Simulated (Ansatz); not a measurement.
Consider GaCuSe2 in the chalcopyrite structure (space group I-42d, No. 122; a = 5.570 Å, c = 11.075 Å).

Structures relaxed with PBEsol (Ansatz, an electronic-structure program; PAW; 420 eV plane waves; no spin-orbit coupling).

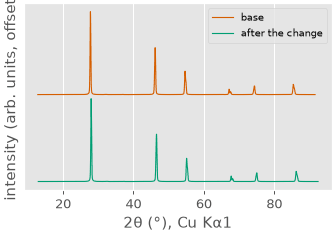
Fig. 1. Simulated powder patterns before (top) and after one change

### Question
Name the change that was made.
(A) isotropic strain −1.50 %
(B) isotropic strain −2.25 %
(C) isotropic strain −0.75 %
(D) isotropic strain −3.00 %

### Answer
C, isotropic strain −0.75 %. Its volume per atom is 21.00 Å³ against 21.47 Å³, and its space group is I-42d (No. 122).

No phonon test of stability was made. All final runs are without spin polarisation.
